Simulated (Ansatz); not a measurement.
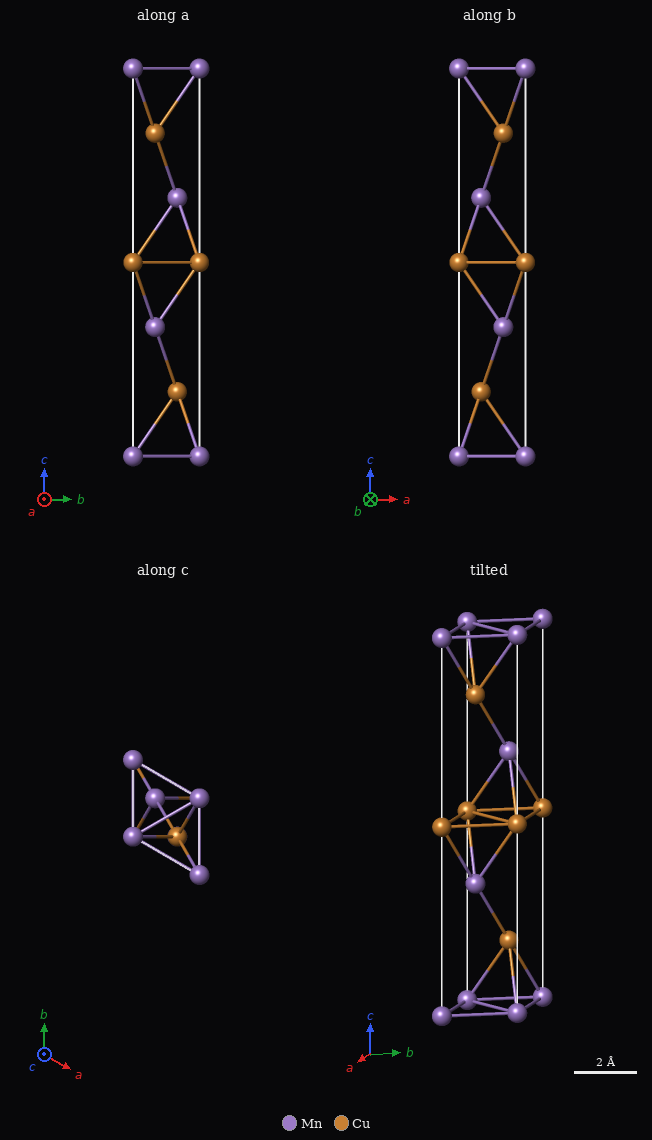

Ball-and-stick representation of a periodic structure, projected along the a axis, along the b axis, along the c axis and slightly off an axis. The frame is the conventional unit cell; atoms at its boundary are shown with their periodic copies.

Lattice parameters: a = 2.486 Å, b = 2.486 Å, c = 12.573 Å, α = 90.00°, β = 90.00°, γ = 120.00°.

Q: Record the structure as a table of Wyckoff sites.

A: Space group R-3m:H (No. 166).
```json
{"atom": "Mn", "site": "3a", "x": "0.0000", "y": "0.0000", "z": "0.0000"}
{"atom": "Cu", "site": "3b", "x": "0.3333", "y": "0.6667", "z": "0.1667"}
```

It goes back to a structure type filled with these elements by a generator (whether the compound takes this form wasn't checked). Earlier steps of the study may have refined or changed the cell and positions. It went into a calculation with Ansatz.
